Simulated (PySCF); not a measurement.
# C3H6S2, SMILES `CSC1CS1`: electronic structure

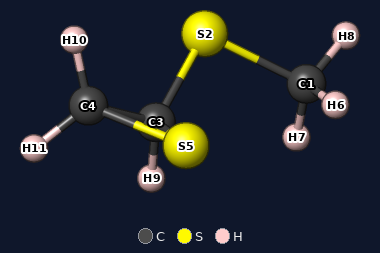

The molecule, with its atoms numbered as below. No frequency check shows the geometry to be a minimum.

Cartesian coordinates (Å):

```
C1      -2.0996    0.8551   -0.1615
S2      -1.2282   -0.6779    0.2642
C3       0.3120   -0.3256   -0.5745
C4       1.5547   -0.9613   -0.0895
S5       1.4939    0.8148    0.1920
H6      -1.5173    1.6979    0.2015
H7      -2.2340    0.9116   -1.2382
H8      -3.0625    0.8187    0.3361
H9       0.1817   -0.1658   -1.6385
H10      1.4898   -1.5645    0.8067
H11      2.2867   -1.2978   -0.8122
```

Part 1: Excited states

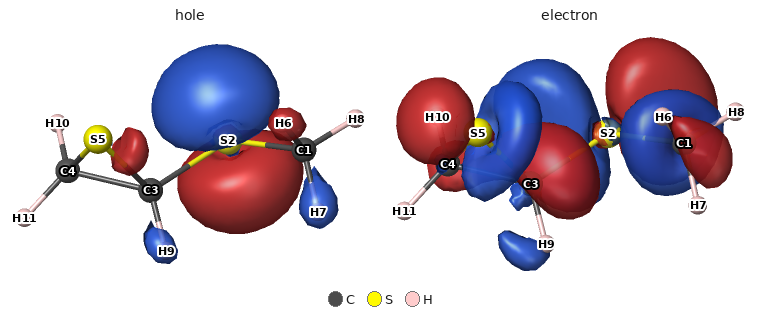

Leading natural transition orbital pair of S₂ (full linear response singlet states); the surfaces enclose about 70 % of each orbital's density.

Method: BHandHLYP/cc-pVDZ; geometry: GFN2-xTB; program: PySCF. Without diffuse functions Rydberg states are missing, so the states' numbers hold for this basis only.

> Where does the state lie, and where do hole and electron sit?

5.72 eV (217 nm), f = 0.013; the leading pair carries 95 %; hole on S2 (74 %) and S5 (9 %), electron on S2 (46 %), C3 (14 %) and S5 (13 %); their centroids lie 0.3 Å apart. The HOMO–LUMO gap is 8.77 eV.

Part 2: Removing or adding an electron

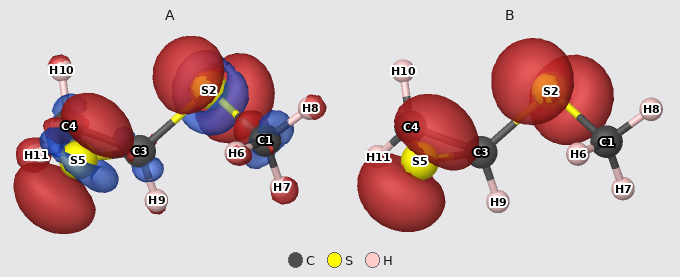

The Fukui function f⁻ from two separate SCF calculations and the density of the HOMO, at ±0.03 e/Å³ (red positive, blue negative).

Computed with PySCF, B3LYP/6-31+G*, geometry: GFN2-xTB.

> Which panel is which, and how good is the frozen-orbital picture?

A is f⁻ (it has negative regions), B the HOMO density. The HOMO lies on S5 (44 %) and S2 (42 %); f⁻ (Hirshfeld-condensed) is largest on S5 (0.34) and S2 (0.32); the vertical ionisation energy is 8.42 eV. Relaxation shifts 21 % of the electron between atoms. The orbital energy is −6.23 eV.

Part 3: Stretching a bond

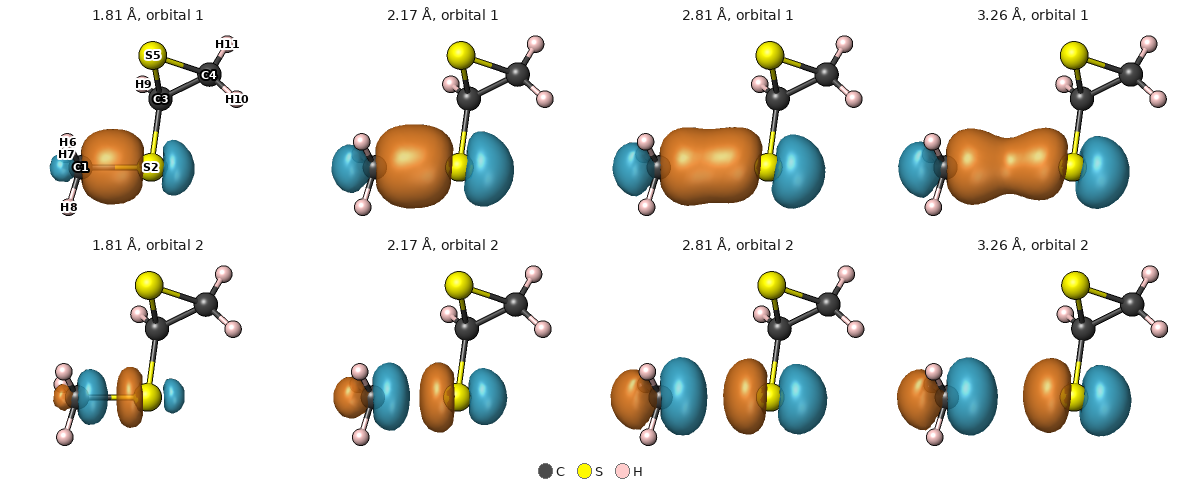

Rigid stretch of the C1–S2 bond. The two CASSCF(2,2) natural orbitals nearest half filling (orbital 1 the more occupied).

Level of theory: 6-31+G* basis (PySCF), at a geometry from GFN2-xTB.

> How do the occupations change along the stretch?

1.81 Å: 1.98 and 0.02; 2.17 Å: 1.93 and 0.07; 2.81 Å: 1.69 and 0.31; 3.26 Å: 1.44 and 0.56. At the longest distance computed (5.07 Å) they are 1.03 and 0.97, and the effective number of unpaired electrons is 2.0.

> Where does the UHF solution part from RHF?

Between 2.17 Å (⟨S²⟩ = 0, the two coincide) and 2.44 Å (⟨S²⟩ = 0.46); at 5.07 Å ⟨S²⟩ is 1.02 and UHF lies 4.6 eV below RHF.

> How much energy does the stretch cost?

By CASSCF, 2.8 eV from the lowest point of the scan (1.81 Å) to 5.07 Å; RHF gives 6.8 eV from its own lowest point. The fragments aren't relaxed and dynamic correlation is missing, so this isn't a bond dissociation energy.
